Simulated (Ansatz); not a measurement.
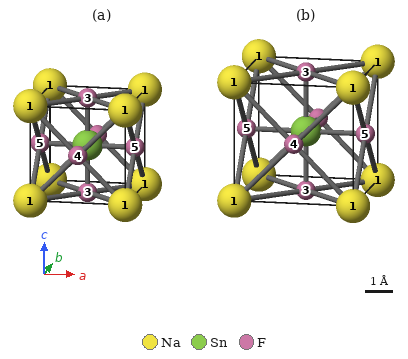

The structure of crystalline NaSnF3 (built on the cubic perovskite type) before (left) and after (right) a relaxation, at one scale.

The picture is a ball-and-stick view of the cell of the calculation, seen slightly off an axis.

The calculation used Ansatz 0.2.0, DFT, PBEsol, plane waves, PAW.

The input:
```yaml
crystal:
  lattice:
    - [3.69118756, 0.0, 0.0]
    - [0.0, 3.69118756, 0.0]
    - [0.0, 0.0, 3.69118756]
  atoms:
    - { symbol: Na, position: [0.0, 0.0, 0.0] }
    - { symbol: Sn, position: [0.5, 0.5, 0.5] }
    - { symbol: F, position: [0.5, 0.5, 0.0] }
    - { symbol: F, position: [0.5, 0.0, 0.5] }
    - { symbol: F, position: [0.0, 0.5, 0.5] }
kpoints:
  mp_grid: { grid: [6, 6, 6] }
hamiltonian:
  xc: pbesol
scf:
  occupations: { method: fermi_dirac, width: 0.03 }
relax:
  f_tol: 0.01
  cell: {}
  max_steps: 120
output:
  write_density: true
  write_potential: true
  elf: true
  volumetric_format: npy
```

Run as
```bash
ansatz run input.yaml --threads 2 --pin off --max-ram 2211MiB --backend cpu --events-out ev --progress --plain --runs-dir out
```

Question: Summarise the run.

Answer: The atoms keep their places relative to the cell (all moves are under 0.005 Å). The volume changes by +96.2 %, with a = b = c 3.691 → 4.621 Å (+25.2 %). Near-neighbour distances that change, for instance: Na1–F3 2.610 → 3.267 Å, Sn2–F3 1.846 → 2.310 Å. The space group stays Pm-3m (No. 221). Over 11 accepted moves (14 points after the start) the energy falls by 2085 meV per atom. All forces vanish by symmetry, so only the cell relaxes. Pressure: 123.48 GPa at the start and 0.04 GPa at the end. At 3 points the geometry stayed and the basis and grid were re-selected for the new cell (energy shift of 251 meV per atom at most each time). Cost: 7.9 s on 2 threads of AMD EPYC 9R45 96-Core Processor (Zen 5), with other jobs on the host, peak memory 0.47 GiB.
